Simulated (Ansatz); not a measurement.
# Geometry relaxation of AlNH₃F₃ (part 1 of 2)

- system: AlNH₃F₃, SMILES [NH3+][Al-]([F])([F])[F]
- method: RKS PBE0-D4/def2-SVP (Ansatz 0.2.0)

It belongs to a series of runs on one base structure; here: end point A relaxed. Figures and captions count atoms from 1; the log counts them from 0 in places.

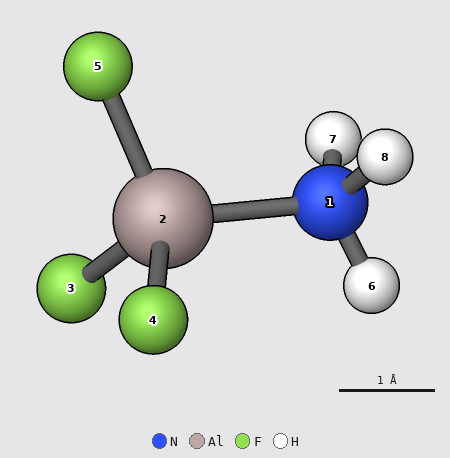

Figure 1. The structure as given in the input (ball-and-stick view, seen at a tilt; atoms are numbered from 1 in the order of the input). Sticks mark near contacts.

Summary:

| quantity | value |
| --- | --- |
| outcome | converged |
| total energy | −16271.8446 eV |
| mean-field energy | −16271.7421 eV |
| largest force (length of the vector) at the end | 0.001 eV/Å |
| hardware | 1 thread of Arm Neoverse N1, 24 GiB of memory available, shared host |
| wall time | 2.1 min |
| peak memory | 0.17 GiB |

The input:
```yaml
crystal:
  periodic: [false, false, false]
  atoms:
    - { symbol: "N", position_ang: [-0.8636, -0.2061, 0.5125] }
    - { symbol: Al, position_ang: [0.7347, 0.1188, -0.4201] }
    - { symbol: F, position_ang: [2.0073, -0.8336, 0.3626] }
    - { symbol: F, position_ang: [0.6417, -0.3942, -2.1365] }
    - { symbol: F, position_ang: [1.1636, 1.8641, -0.3853] }
    - { symbol: H, position_ang: [-1.1642, -1.1585, 0.4735] }
    - { symbol: H, position_ang: [-0.7937, 0.1444, 1.4997] }
    - { symbol: H, position_ang: [-1.6336, 0.4081, 0.0378] }
basis:
  gaussian: { orbitals: def2-SVP }
hamiltonian:
  xc: pbe0
  dispersion: d4
relax:
  f_tol: 0.015
  max_steps: 40
output:
  orbitals: {}
```

Launched with:
```bash
ansatz run input.yaml --threads 1 --pin off --max-ram 2048MiB --backend cpu --events-out ev --progress --plain --runs-dir out
```

Log:
```
The last accepted step is kept in [file] (removed where the run ends without a failure and the disk answers)
Engine: ansatz 0.2.0, aarch64-unknown-linux-gnu
Functional definition: PBE0
  parameter a = 0.25
  parameter kappa = 0.804
  parameter beta = 0.06672455060314922
  exchange = (1 - a)*pbe_x(kappa = kappa, mu = beta*pi^2/3) + a*exact_x
  correlation = pbe_c(beta = beta)
892 factors; integrals over basis functions are off by at most 4.2e-4 eV
mean field evaluation 1: about -16263.1409 eV, gradient 6.7e1 eV
mean field evaluation 2: about -16255.8390 eV, gradient 9.7e1 eV
mean field evaluation 4: about -16270.6243 eV, gradient 2.4e0 eV
mean field evaluation 8: about -16270.6509 eV, gradient 5.1e-2 eV
mean field -16270.65085658 eV, -597.9353903360 hartree, gradient 6.1e-5 eV, S^2 0.000000; 0 other end points of the search recorded, 0 dependent functions left out
the calculation of the forces begins
reference -16270.65088671 eV, -597.9353914433 hartree; 25, 25 occupied and 64, 64 virtual orbitals, 892 factors
relax step   1: F+E_penalty+E_count = -16270.75039233 eV  Δ(F+E_penalty+E_count) = +0.000e0 eV  max|allowed force component| = 4.951e0 eV/Å  Δτ_max = 0.0000 Å  (24 SCF iters, accepted)
these checks for a lower state are left out or cut short: starts, cluster_reference, orbital_swaps, neighbouring_geometries, increment
892 factors; integrals over basis functions are off by at most 4.6e-4 eV
mean field evaluation 16: about -16271.3685 eV, gradient 4.4e-1 eV
mean field -16271.38815984 eV, -597.9624857313 hartree, gradient 9.2e-6 eV, S^2 0.000000; 0 other end points of the search recorded, 0 dependent functions left out
[... from here on the field's lines of each further geometry are left out, up to the last ...]
relax step   2: F+E_penalty+E_count = -16271.48974142 eV  Δ(F+E_penalty+E_count) = -7.393e-1 eV  max|allowed force component| = 2.115e0 eV/Å  Δτ_max = 0.1644 Å  (27 SCF iters, accepted)
relax step   3: F+E_penalty+E_count = -16271.78500090 eV  Δ(F+E_penalty+E_count) = -2.953e-1 eV  max|allowed force component| = 4.983e-1 eV/Å  Δτ_max = 0.0674 Å  (27 SCF iters, accepted)
relax step   4: F+E_penalty+E_count = -16271.80803170 eV  Δ(F+E_penalty+E_count) = -2.303e-2 eV  max|allowed force component| = 2.215e-1 eV/Å  Δτ_max = 0.0518 Å  (27 SCF iters, accepted)
relax step   5: F+E_penalty+E_count = -16271.81064591 eV  Δ(F+E_penalty+E_count) = -2.614e-3 eV  max|allowed force component| = 4.042e-2 eV/Å  Δτ_max = 0.0144 Å  (26 SCF iters, accepted)
relax step   6: F+E_penalty+E_count = -16271.81090448 eV  Δ(F+E_penalty+E_count) = -2.586e-4 eV  max|allowed force component| = 1.066e-2 eV/Å  Δτ_max = 0.0066 Å  (22 SCF iters, accepted)
relax step   7: F+E_penalty+E_count = -16271.81102274 eV  Δ(F+E_penalty+E_count) = -1.183e-4 eV  max|allowed force component| = 1.610e-2 eV/Å  Δτ_max = 0.0083 Å  (22 SCF iters, accepted)
relax step   8: F+E_penalty+E_count = -16271.81123854 eV  Δ(F+E_penalty+E_count) = -2.158e-4 eV  max|allowed force component| = 2.185e-2 eV/Å  Δτ_max = 0.0219 Å  (27 SCF iters, accepted)
relax step   9: F+E_penalty+E_count = -16271.81086767 eV  Δ(F+E_penalty+E_count) = +3.709e-4 eV  max|allowed force component| = 2.306e-1 eV/Å  Δτ_max = 0.0844 Å  (25 SCF iters, rejected (line search))
relax step  10: F+E_penalty+E_count = -16271.81217310 eV  Δ(F+E_penalty+E_count) = -9.346e-4 eV  max|allowed force component| = 2.066e-2 eV/Å  Δτ_max = 0.0422 Å  (27 SCF iters, accepted)
relax step  11: F+E_penalty+E_count = -16271.81220028 eV  Δ(F+E_penalty+E_count) = -2.717e-5 eV  max|allowed force component| = 2.928e-1 eV/Å  Δτ_max = 0.0847 Å  (25 SCF iters, accepted)
relax step  12: F+E_penalty+E_count = -16271.81556528 eV  Δ(F+E_penalty+E_count) = -3.365e-3 eV  max|allowed force component| = 1.666e-1 eV/Å  Δτ_max = 0.0284 Å  (27 SCF iters, accepted)
relax step  13: F+E_penalty+E_count = -16271.82718070 eV  Δ(F+E_penalty+E_count) = -1.162e-2 eV  max|allowed force component| = 1.108e-1 eV/Å  Δτ_max = 0.1981 Å  (27 SCF iters, accepted)
relax step  14: F+E_penalty+E_count = -16271.83870854 eV  Δ(F+E_penalty+E_count) = -1.153e-2 eV  max|allowed force component| = 2.914e-2 eV/Å  Δτ_max = 0.1459 Å  (26 SCF iters, accepted)
relax step  15: F+E_penalty+E_count = -16271.79957400 eV  Δ(F+E_penalty+E_count) = +3.913e-2 eV  max|allowed force component| = 9.620e-1 eV/Å  Δτ_max = 0.1953 Å  (25 SCF iters, rejected (line search))
relax step  16: F+E_penalty+E_count = -16271.84262430 eV  Δ(F+E_penalty+E_count) = -3.916e-3 eV  max|allowed force component| = 8.323e-3 eV/Å  Δτ_max = 0.0860 Å  (25 SCF iters, accepted)
relax step  17: F+E_penalty+E_count = -16271.84161638 eV  Δ(F+E_penalty+E_count) = +1.008e-3 eV  max|allowed force component| = 2.582e-1 eV/Å  Δτ_max = 0.0975 Å  (25 SCF iters, rejected (line search))
relax step  18: F+E_penalty+E_count = -16271.84389367 eV  Δ(F+E_penalty+E_count) = -1.269e-3 eV  max|allowed force component| = 1.890e-2 eV/Å  Δτ_max = 0.0478 Å  (26 SCF iters, accepted)
relax step  19: F+E_penalty+E_count = -16271.84432615 eV  Δ(F+E_penalty+E_count) = -4.325e-4 eV  max|allowed force component| = 6.889e-2 eV/Å  Δτ_max = 0.0491 Å  (26 SCF iters, accepted)
relax step  20: F+E_penalty+E_count = -16271.84440747 eV  Δ(F+E_penalty+E_count) = -8.132e-5 eV  max|allowed force component| = 5.740e-2 eV/Å  Δτ_max = 0.0112 Å  (28 SCF iters, accepted)
the calculation of the forces begins
reference -16271.74212848 eV, -597.9754938388 hartree; 25, 25 occupied and 64, 64 virtual orbitals, 892 factors
relax step  21: F+E_penalty+E_count = -16271.84458708 eV  Δ(F+E_penalty+E_count) = -1.796e-4 eV  max|allowed force component| = 3.941e-4 eV/Å  Δτ_max = 0.0028 Å  (22 SCF iters, accepted)
892 factors; integrals over basis functions are off by at most 3.4e-4 eV
mean field evaluation 160: about -16271.7420 eV, gradient 2.0e-1 eV
```

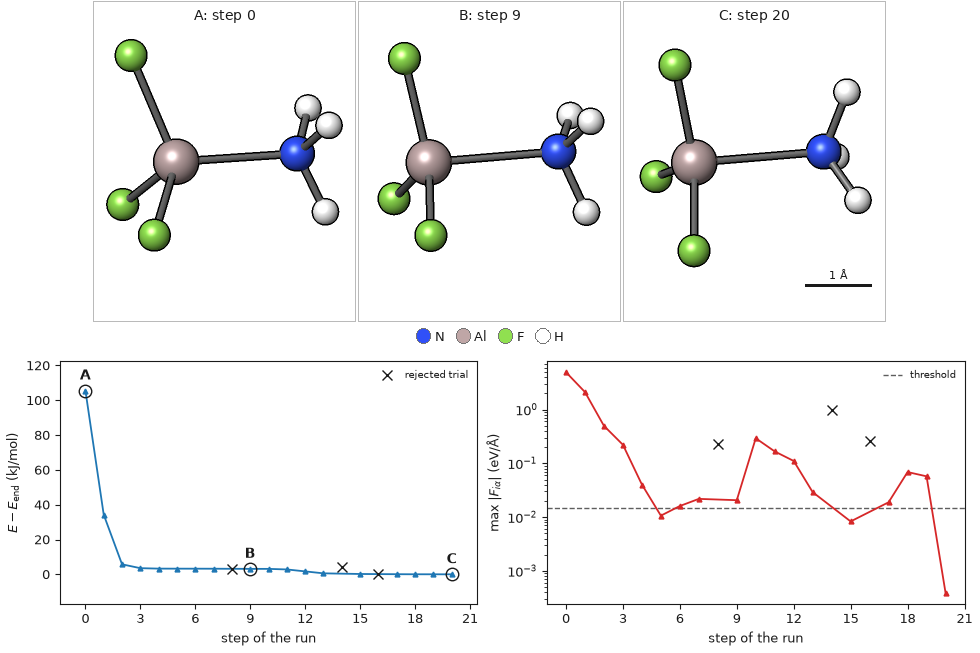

Figure 2. Frames of the relaxation (ball-and-stick view, seen at a tilt) above the curves, on which the letters mark them (the first geometry is step 0 here and step 1 in the log).

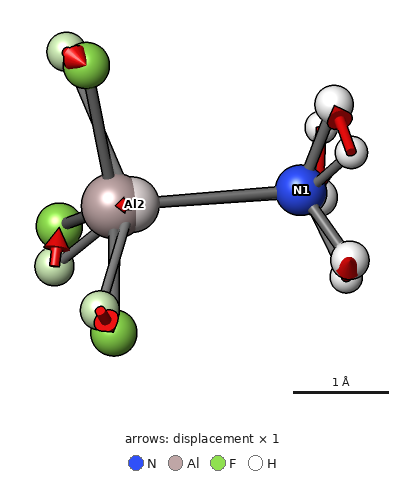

Figure 3. Start (faint) and end (solid) with the displacements as red arrows, at true length (ball-and-stick view, seen at a tilt). The two geometries are laid on each other by the best rigid fit. The atom that moves furthest after the best rigid fit is H7 (0.76 Å). By element the largest moves are H 0.76 Å, F 0.44 Å, Al 0.18 Å, N 0.08 Å. Among the contacts that change: Al2–F5 1.798 → 1.668 Å, Al2–F4 1.794 → 1.668 Å, N1–Al2 1.879 → 2.002 Å, Al2–F3 1.772 → 1.668 Å. Among the angles that change: N1–Al2–F4 112.4° → 100.3°, N1–Al2–F5 111.2° → 100.3°, F3–Al2–F4 107.8° → 116.9°. Over 20 geometry steps the energy falls by 105.6 kJ/mol. The largest force component goes from 5 to 0.00039 eV/Å. The line search rejected the trial steps at points 8, 14, 16 (counted from 0) and went back. (Atoms are counted from 1 in the order of the input.)

```
mean field -16271.74209809 eV, -597.9754927220 hartree, gradient 1.1e-5 eV, S^2 0.000000; 1 other end points of the search recorded, 0 dependent functions left out
the calculation of the forces begins
reference -16271.74212848 eV, -597.9754938388 hartree; 25, 25 occupied and 64, 64 virtual orbitals, 892 factors
Total energy: -16271.84461748 eV, -597.9792602398 hartree
Atom 0 at    -0.835645    -0.150166     0.460358 Å, force     0.000117    -0.000253     0.000140 eV/Å
Atom 1 at     0.898707     0.142703    -0.496418 Å, force    -0.000090     0.000033     0.000271 eV/Å
Atom 2 at     1.967841    -0.461769     0.632862 Å, force    -0.000179     0.000347    -0.000332 eV/Å
Atom 3 at     0.644387    -0.779201    -1.863567 Å, force     0.000180     0.000092     0.000261 eV/Å
Atom 4 at     0.858657     1.799866    -0.685895 Å, force     0.000098    -0.000394    -0.000215 eV/Å
Atom 5 at    -1.443989    -0.768706    -0.078800 Å, force    -0.000058     0.000283    -0.000061 eV/Å
Atom 6 at    -0.674563    -0.576065     1.374709 Å, force    -0.000165    -0.000120    -0.000324 eV/Å
Atom 7 at    -1.323194     0.736338     0.600950 Å, force     0.000097     0.000012     0.000260 eV/Å
Dipole moment:    -1.155332    -0.195091     0.637341 e Å
```

Trajectory as extended XYZ (Å, eV, eV/Å), 21 frames, from step=1 to step=21:
```
8
Properties=species:S:1:pos:R:3:forces:R:3 step=1 energy=-16270.75039
N    -0.8636   -0.2061    0.5125   -2.1235   3.1126   0.0693
Al    0.7347    0.1188   -0.4201    4.9510   0.8772  -2.8628
F     2.0073   -0.8336    0.3626   -2.0863   1.1238  -0.6294
F     0.6417   -0.3942   -2.1365   -0.5328   0.6408   2.7247
F     1.1636    1.8641   -0.3853   -1.2475  -2.6212   0.3126
H    -1.1642   -1.1585    0.4735   -0.3543  -1.0539   0.1959
H    -0.7937    0.1444    1.4997   -0.1261  -0.6372  -0.8964
H    -1.6336    0.4081    0.0378    1.5194  -1.4421   1.0861
8
Properties=species:S:1:pos:R:3:forces:R:3 step=2 energy=-16271.48974
N    -0.8051   -0.1658    0.4577   -1.2562   0.8636   0.1844
Al    0.8476    0.1231   -0.4677    1.8510   0.5284  -1.3154
F     1.9424   -0.8653    0.4484   -1.1610   1.0139  -0.9008
F     0.4898   -0.4344   -2.0915    0.3420   0.6542   2.0072
F     1.0277    1.8603   -0.2929   -0.2854  -2.1151  -0.1556
H    -1.1127   -1.1355    0.4339   -0.0370  -0.1961   0.1272
H    -0.7384    0.1528    1.4351   -0.0152  -0.2734  -0.2496
H    -1.5590    0.4078    0.0212    0.5618  -0.4754   0.3027
8
Properties=species:S:1:pos:R:3:forces:R:3 step=3 energy=-16271.78500
N    -0.8285   -0.1500    0.4561    0.2382  -0.0460  -0.0986
Al    0.8862    0.1303   -0.4953    0.3418   0.0669  -0.1506
F     1.9156   -0.8330    0.4278   -0.2981   0.3137  -0.3049
F     0.4930   -0.4309   -2.0337    0.1432   0.1850   0.4552
F     1.0008    1.7990   -0.2848    0.0285  -0.4983  -0.1086
H    -1.1064   -1.1297    0.4285   -0.1455  -0.0480   0.0409
H    -0.7197    0.1365    1.4274   -0.1204   0.0157   0.1184
H    -1.5488    0.4209    0.0184   -0.1878   0.0110   0.0481
8
Properties=species:S:1:pos:R:3:forces:R:3 step=4 energy=-16271.80803
N    -0.8292   -0.1550    0.4567   -0.0604   0.0284   0.0342
Al    0.8896    0.1380   -0.4941    0.2215   0.0131  -0.1383
F     1.9181   -0.8125    0.4142   -0.0480   0.0320  -0.0153
F     0.5086   -0.4197   -2.0208   -0.0044   0.0225   0.0663
F     1.0422    1.7912   -0.3149   -0.0215  -0.0614   0.0004
H    -1.1253   -1.1321    0.4293   -0.0108   0.0061   0.0090
H    -0.7427    0.1220    1.4361   -0.0426  -0.0228   0.0208
H    -1.5692    0.4111    0.0378   -0.0339  -0.0181   0.0230
8
Properties=species:S:1:pos:R:3:forces:R:3 step=5 energy=-16271.81065
N    -0.8330   -0.1528    0.4592    0.0127   0.0280   0.0080
Al    0.8999    0.1401   -0.4998    0.0404   0.0001  -0.0239
F     1.9214   -0.8095    0.4131   -0.0072  -0.0048   0.0120
F     0.5127   -0.4204   -2.0210   -0.0144  -0.0048   0.0002
F     1.0509    1.7909   -0.3227   -0.0057   0.0101   0.0028
H    -1.1272   -1.1302    0.4266   -0.0050  -0.0097  -0.0021
H    -0.7535    0.1148    1.4422   -0.0122  -0.0123  -0.0026
H    -1.5790    0.4102    0.0466   -0.0086  -0.0065   0.0056
```
